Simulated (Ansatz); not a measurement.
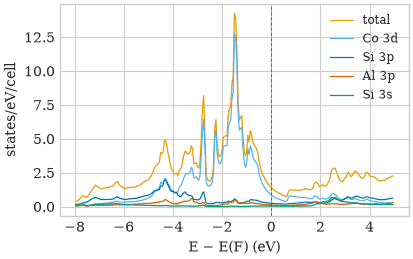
Figure. Total and projected density of states of AlCo2Si2 in space group P-3m1 (No. 164; Al on 1a, Co on 2d, Si on 2d), the program Ansatz at the r²SCAN level (PAW)

Q: Which orbitals carry the states next to the Fermi level?

A: Within 0.5 eV of the Fermi level: Co 3d 65 %, Si 3p 16 %, Al 3p 8 %, outside the projected shells 7 %. Projections are on Löwdin-orthogonalised atomic valence shells; empty p or d shells of many metals are not among them.

Q: Where is the tallest occupied peak in this window, and what makes it?

A: Near -1.5 eV, about 14 states/eV per cell; the largest projected share is Co 3d.

The workflow started from a Materials Project entry (that database holds measured and hypothetical structures alike); the Crystallography Open Database copy checked does not list it. Its standing as an ambient phase is unchecked. The r²SCAN relaxation kept the symmetry of its start; whether a distortion lowers the energy is not shown. No spin polarisation was allowed.

Potentials: the earlier of the program's two PAW sets.
